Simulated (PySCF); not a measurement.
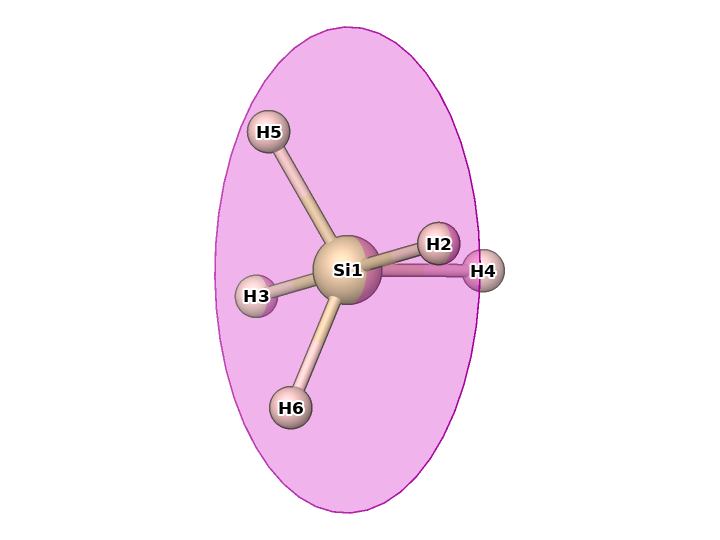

A disc through the centre of mass is drawn in. Atoms fade into the background with distance from the viewer. The species has charge −1 and is a spin singlet. The geometry was computed by an optimisation with PBE0-D3(BJ)/def2-SVP. No frequency run is at hand to confirm it as a minimum.

**Is the plane of the disc a mirror plane of the structure?**

No. The point group is D3h, with 1 C3 axis, 3 C2 axes, 1 S3 axis and 4 mirror planes, and this plane isn't one of its mirror planes.
